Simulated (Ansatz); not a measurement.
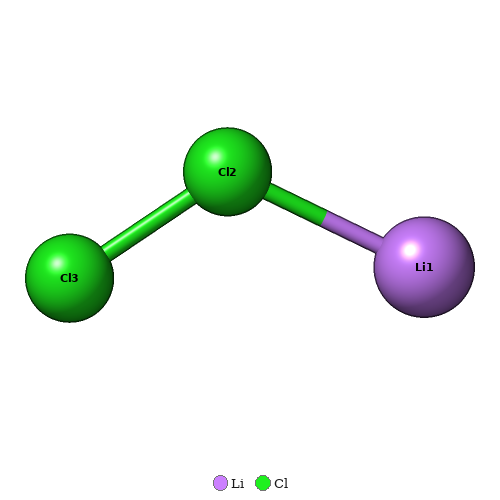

The system is Li⁺ + Cl₂; the picture shows the reference structure. The first coordinate is: distance Li1–Cl2; the second: distance Cl2–Cl3. Nothing is relaxed (the angle Li1–Cl2–Cl3 is fixed at 120 degrees). The scan uses a 17 × 17 grid. Points are written as (first, second). All energies are given in kJ/mol relative to the lowest grid point. The reference is spin-restricted, so regions where a bond is pulled apart into radicals lie too high. All numbers below come from RKS PBE0-D4/def2-SVPD (Ansatz).

Its coordinates:

```xyz
3

Li   -2.3990    0.0000    0.0000
Cl    0.0000    0.0000    0.0000
Cl    1.0365    1.7953    0.0000
```

Range: distance Li1–Cl2 from 1.840 to 3.840 Å; distance Cl2–Cl3 from 1.632 to 3.632 Å.

### Predict the map.

The lowest grid point is at (2.399 Å, 2.073 Å). It is the only kind of minimum in the scanned range. The highest grid point, (1.840 Å, 3.632 Å), lies 391 kJ/mol above the lowest.

```
distance Cl2–Cl3 ↓, distance Li1–Cl2 →  1.840  1.974  2.170  2.399  2.652  2.926  3.216  3.521  3.840
                                 3.471    375    334    310    308    317    329    341    352    359
                                 3.159    330    289    263    260    269    280    291    300    308
                                 2.861    267    225    199    195    203    212    222    231    238
                                 2.579    192    149    123    117    124    132    141    150    156
                                 2.315    120     77     49     43     48     56     65     73     79
                                 2.073     79     35      7      0      5     12     20     28     34
                                 1.859    112     68     39     32     36     43     51     59     65
                                 1.686    266    221    192    184    188    195    204    212    218
```

The table holds every second grid line.

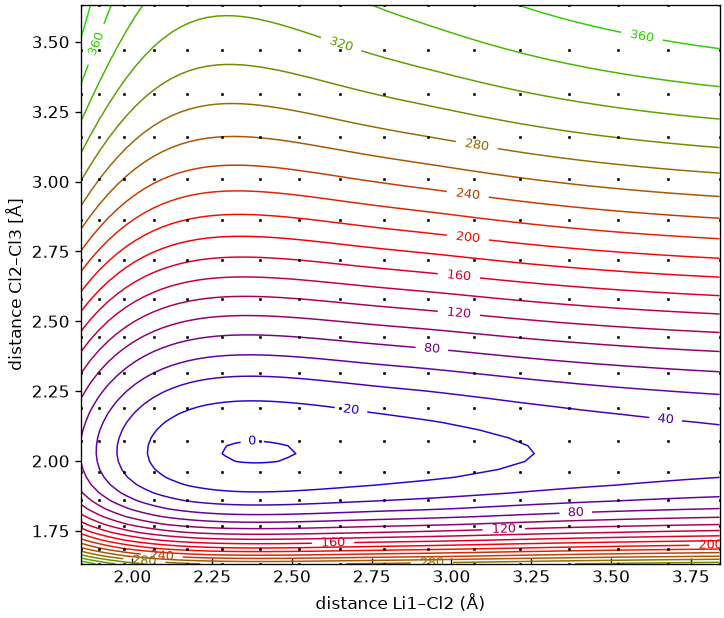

The picture shows contour lines labelled in kJ/mol, dots at the grid points. Between grid points the surface is interpolated.

Time for the 289 points that were run: 12 min on 1 thread of Arm Neoverse V1, on a shared host.
